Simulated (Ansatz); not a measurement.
AlSiH$_{4}$ClF$_{2}$: several calculations on one system

Part 1: Relaxation

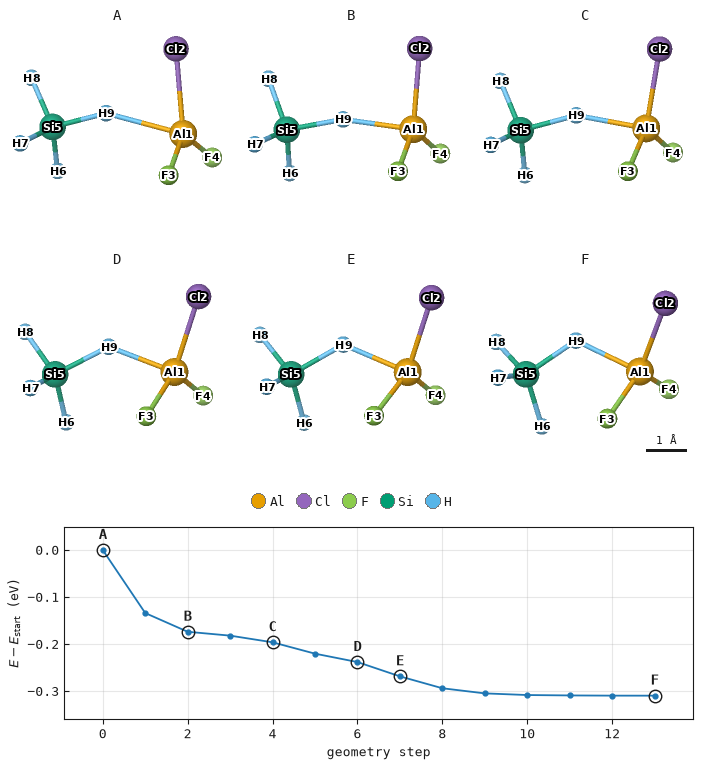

Frames of a relaxation of AlSiH$_{4}$ClF$_{2}$, marked on the history of the run. A ball-and-stick model, seen at a tilt.

The run prepares an end point of a later path (reaction) calculation, from a guessed geometry.

Level of theory: Ansatz, RKS PBE/def2-SVP.

Input
```yaml
crystal:
  periodic: [false, false, false]
  atoms:
    - { symbol: Al, position_ang: [-0.025223, 0.385648, 0.121047] }
    - { symbol: Cl, position_ang: [0.002063, 0.851621, 2.254907] }
    - { symbol: F, position_ang: [1.396142, 0.30125, -0.741744] }
    - { symbol: F, position_ang: [-1.47213, 0.353917, -0.702079] }
    - { symbol: Si, position_ang: [0.134783, -2.963055, 1.159723] }
    - { symbol: H, position_ang: [-0.667356, -3.511039, 0.019032] }
    - { symbol: H, position_ang: [1.582272, -3.325387, 1.024285] }
    - { symbol: H, position_ang: [-0.422841, -3.395282, 2.482325] }
    - { symbol: H, position_ang: [0.035692, -1.478672, 1.138503] }
basis:
  gaussian: { orbitals: def2-SVP }
hamiltonian:
  xc: pbe
relax:
  f_tol: 0.03
  max_steps: 50
```

Run as
```bash
ansatz run input.yaml --threads 2 --pin off --max-ram 3072MiB --backend cpu --events-out ev --progress --plain --runs-dir out
```

**What happens along the run?**

After 13 geometry steps the energy has fallen by 0.310 eV. The largest force component goes from 1.4 to 0.024 eV/Å. F3 moves most after the best rigid fit: 0.91 Å. By element the largest moves are F 0.91 Å, Cl 0.83 Å, H 0.72 Å, Al 0.36 Å, Si 0.18 Å. Among the contacts that change: Al1–H9 2.125 → 1.935 Å, Al1–Cl2 2.184 → 2.098 Å, Si5–H9 1.488 → 1.544 Å, Al1–F3 1.665 → 1.682 Å. Bond angles that change, for instance: H8–Si5–H9 106.0° → 101.9°, H6–Si5–H7 111.1° → 114.3°. The run took 17 s on 2 threads of Intel(R) Xeon(R) 6975P-C (Granite Rapids), on a shared host, peak memory 0.16 GiB. From step 0 to 2: Cl2 moves most (0.27 Å), energy −0.174 eV. From step 2 to 4: Cl2 moves most (0.18 Å), energy −0.022 eV. From step 4 to 6: F3 moves most (0.39 Å), energy −0.042 eV. From step 6 to 7: F3 moves most (0.20 Å), energy −0.030 eV. From step 7 to 13: H6 moves most (0.30 Å), energy −0.041 eV.

Part 2: Relaxation

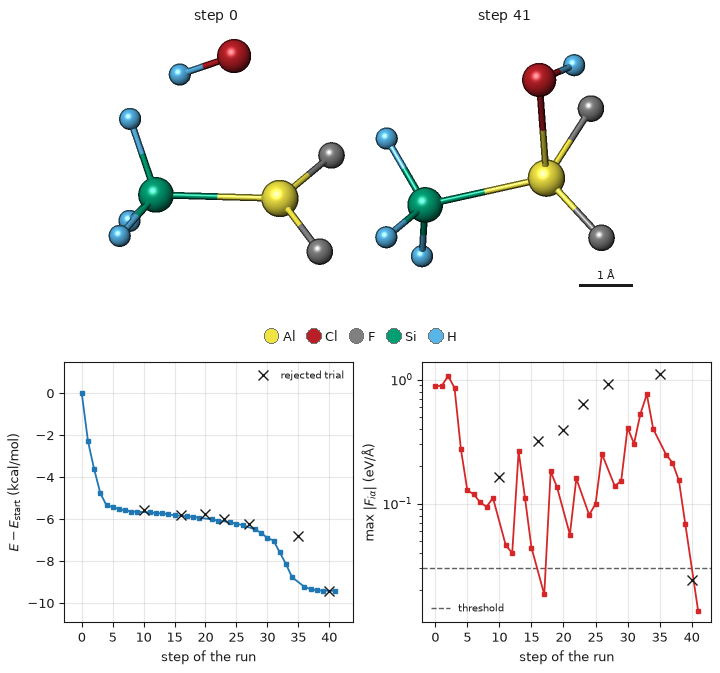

First and last geometry of a relaxation of AlSiH$_{4}$ClF$_{2}$, with the history of the run. A ball-and-stick model, seen at a tilt.

The run prepares an end point of a later path (reaction) calculation, from a guessed geometry.

The calculation used Ansatz 0.2.0, RKS PBE/def2-SVP. (no spin polarisation; force threshold 0.03 eV/Å; at most 50 steps)

**Read the history and describe the run.**

It converged. The energy falls by 9.41 kcal/mol in 34 accepted moves (41 points after the start). The largest force component goes from 0.89 to 0.014 eV/Å. The line search rejected the trial steps at points 10, 16, 20, 23, 27, 35, 40 of the run. The forces were under the threshold at step 17, but the run went on from there. The atom that moves furthest after the best rigid fit is an H atom (2.03 Å). Largest moves by element: H 2.03 Å, F 1.22 Å, Al 0.64 Å, Cl 0.58 Å, Si 0.43 Å. Among the contacts that change: Al–H 3.216 → 2.289 Å, Al–Cl 3.420 → 2.577 Å, Al–Si 2.350 → 2.429 Å, Al–F 1.674 → 1.736 Å. New bonds form, among them: Al–Cl (3.42 → 2.58 Å). Bond angles that change, for instance: F–Al–F 117.4° → 112.6°, H–Si–H 105.4° → 108.1°, Al–Si–H 112.5° → 110.2°. Groups turn about Al–Si by about 40°. Cost: 46 s on 2 threads of Intel(R) Xeon(R) 6975P-C (Granite Rapids), on a shared host, peak memory 0.16 GiB.

Part 3: Path

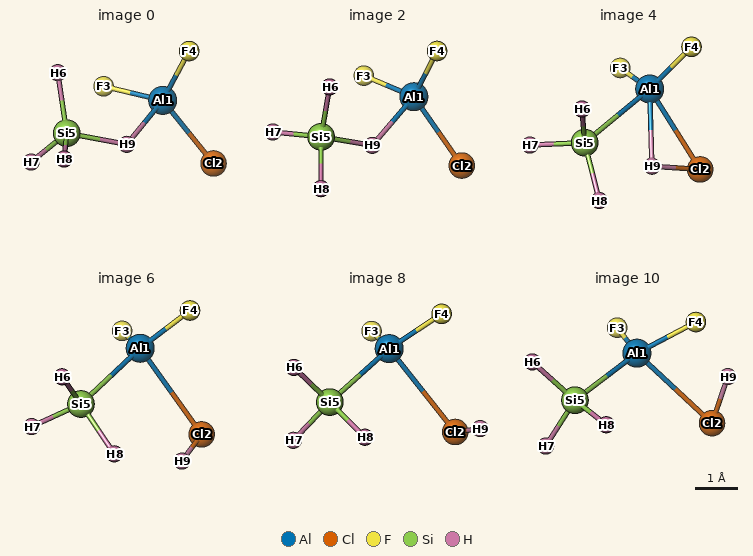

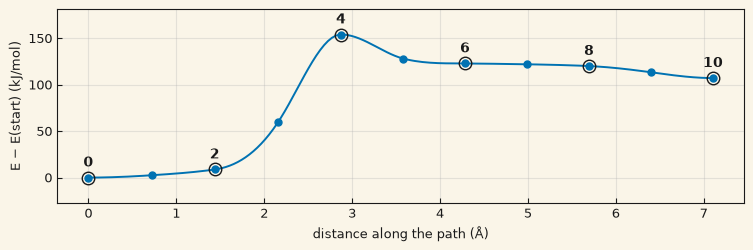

NEB run on AlSiH₄ClF₂. Images are numbered from 0 (start) to 10 (end). The picture is a ball-and-stick view, seen from a free direction.

Computed with Ansatz, RKS PBE/def2-SVP. Settings: 9 movable images; climbing image; force threshold 0.05 eV/Å; iteration limit 60; starting path through a guess of the saddle point.

> Describe the mechanism and the energy profile.

The highest point, image 4, lies 154.0 kJ/mol above the start and 46.9 kJ/mol above the end; the end is at +107.1 kJ/mol relative to the start. Breaking: Si5–H9 (1.54 → 2.03 at the top → 4.06 Å). Forming: Al1–Si5 (3.03 → 2.55 at the top → 2.43 Å), Cl2–H9 (2.99 → 1.50 at the top → 1.35 Å). The band converged in 18 iterations, with a climbing image at the top.

The run took 2.7 min on 2 threads of Intel(R) Xeon(R) 6975P-C (Granite Rapids), with other jobs on the host, peak memory 0.16 GiB.
